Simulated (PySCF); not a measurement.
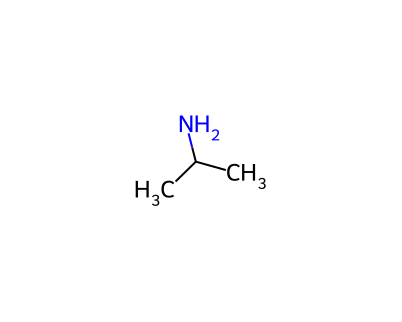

A structural formula.

Question: Give its SMILES.

Answer: CC(C)N

Question: Give the formula, hydrogens included.

Answer: C3H9N.

Question: An optimisation with PBE0-D3(BJ)/def2-SVP gave a structure of which point group?

Answer: Cs.

More results for the same structure follow; atom numbers are the same in all pictures, views and colours differ. The geometry was computed by an optimisation with PBE0-D3(BJ)/def2-SVP. No frequency run is at hand to confirm it as a minimum.

## Shape

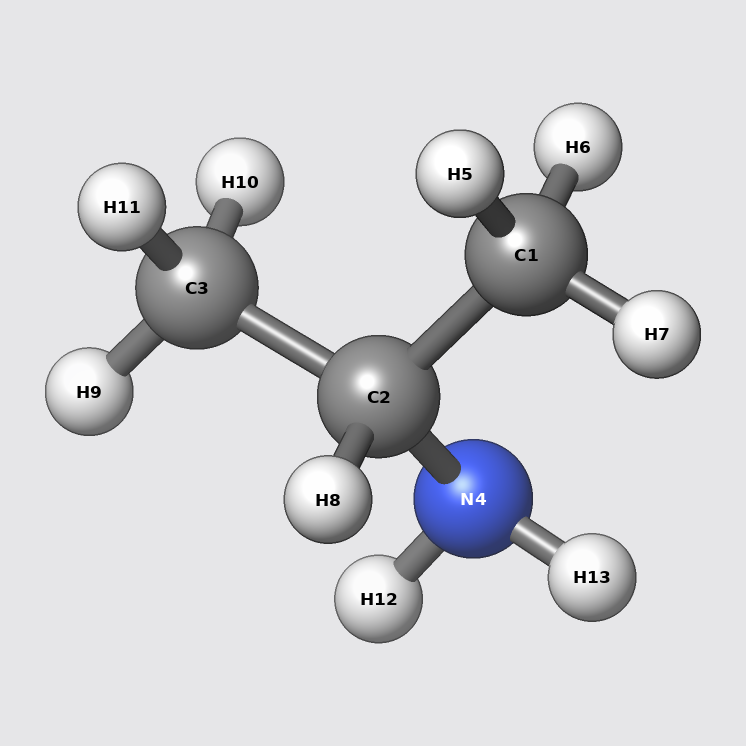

Numbered structure. No frequency run is at hand to confirm it as a minimum.

Give these bond angles: C1–C2–C3, C1–C2–N4, C1–C2–H8, N4–C2–H8, C2–C1–H7, C2–C1–H6, C2–C1–H5, C2–N4–H12.

| angle | degrees |
| --- | --- |
| C1–C2–C3 | 111.5 |
| C1–C2–N4 | 109.0 |
| C1–C2–H8 | 107.4 |
| N4–C2–H8 | 112.7 |
| C2–C1–H7 | 111.2 |
| C2–C1–H6 | 110.1 |
| C2–C1–H5 | 111.3 |
| C2–N4–H12 | 110.3 |

## Levels of theory compared

No frequency run is at hand to confirm it as a minimum. Program: PySCF 2.14.0.

Tabulate HOMO–LUMO gap (eV) at these levels: B97-2/pcSseg-2; BHandHLYP/pcSseg-2; CAM-B3LYP/pcSseg-2; LC-wPBE/pcSseg-2; PBE0/6-311+G(2d,p); PBE0/6-31G; PBE0/6-31G*; PBE0/STO-3G; PBE0/def2-SVP; PBE0/def2-TZVP; WP04/pcSseg-2; ωB97X-D/pcSseg-2.

```csv
level,HOMO–LUMO gap (eV)
B97-2/pcSseg-2,7.15
BHandHLYP/pcSseg-2,9.31
CAM-B3LYP/pcSseg-2,9.51
LC-wPBE/pcSseg-2,12.04
"PBE0/6-311+G(2d,p)",7.13
PBE0/6-31G,8.63
PBE0/6-31G*,8.93
PBE0/STO-3G,13.70
PBE0/def2-SVP,8.21
PBE0/def2-TZVP,7.81
WP04/pcSseg-2,7.14
ωB97X-D/pcSseg-2,11.01
```

## NMR shielding

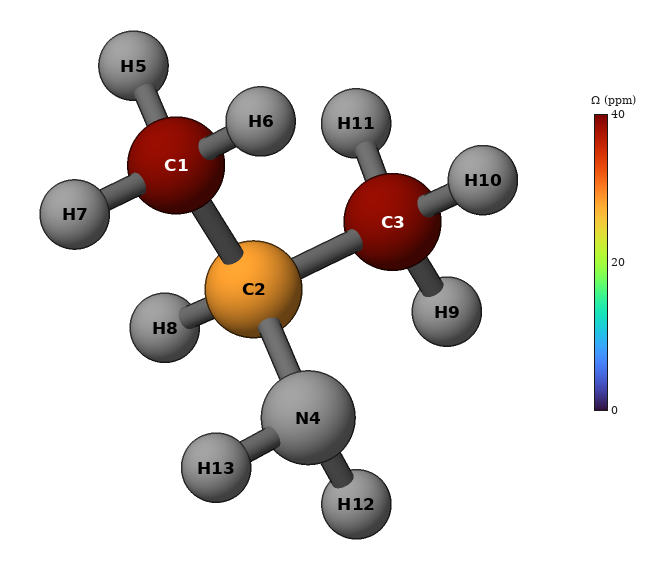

The C atoms are coloured by the span of their shielding tensor. No frequency run is at hand to confirm it as a minimum. Level of theory: GIAO PBE0/def2-SVP NMR shielding, non-relativistic, gas phase (PySCF 2.14.0). Principal shieldings σ11 ≤ σ22 ≤ σ33, span Ω = σ33 − σ11, skew κ = 3(σiso − σ22)/Ω.

Question: Which C atom has the most anisotropic shielding?

Answer: C1, C3, with a span of 39 ppm.

Give the shielding tensors of the C atoms.

| atom | σ11 | σ22 | σ33 | σiso | Ω | κ |
| --- | --- | --- | --- | --- | --- | --- |
| C1, C3 | 153.7 | 158.5 | 192.4 | 168.2 | 38.7 | 0.75 |
| C2 | 141.6 | 145.5 | 169.9 | 152.4 | 28.3 | 0.73 |

Shieldings and span in ppm.

## Charges

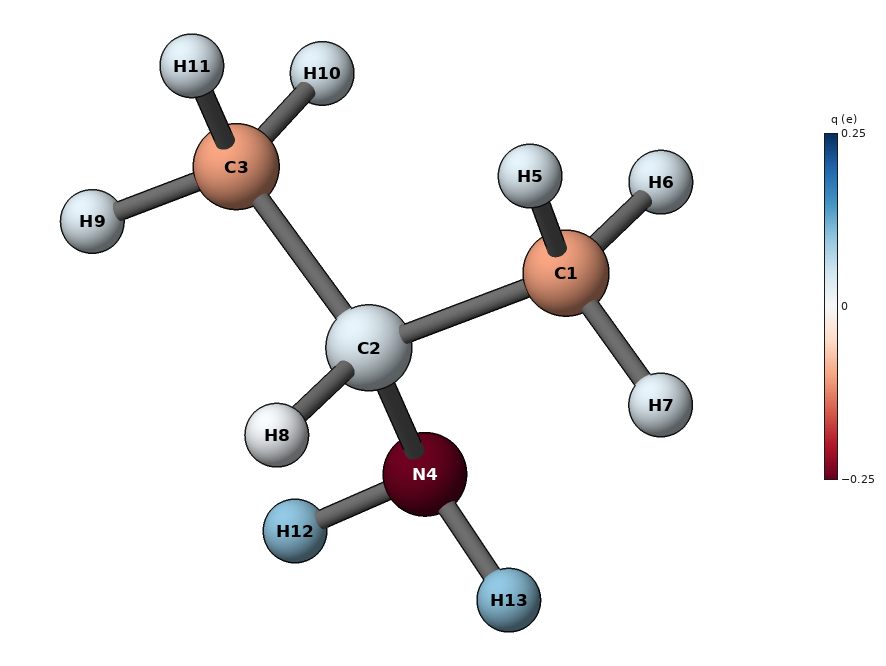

Atoms are coloured by their Hirshfeld charges. No frequency run is at hand to confirm it as a minimum. Level of theory: PBE0/6-31G, gas phase (PySCF 2.14.0).

Question: Which atom carries the highest charge (most positive or least negative)?

Answer: H12, H13 (0.10 e).

Question: And the lowest?

Answer: N4 (−0.25 e).

Give the Hirshfeld charges atom by atom.

```tsv
atom	value (e)
C1	−0.10
C2	0.03
C3	−0.10
N4	−0.25
H5	0.03
H6	0.04
H7	0.03
H8	0.01
H9	0.03
H10	0.04
H11	0.03
H12	0.10
H13	0.10
```
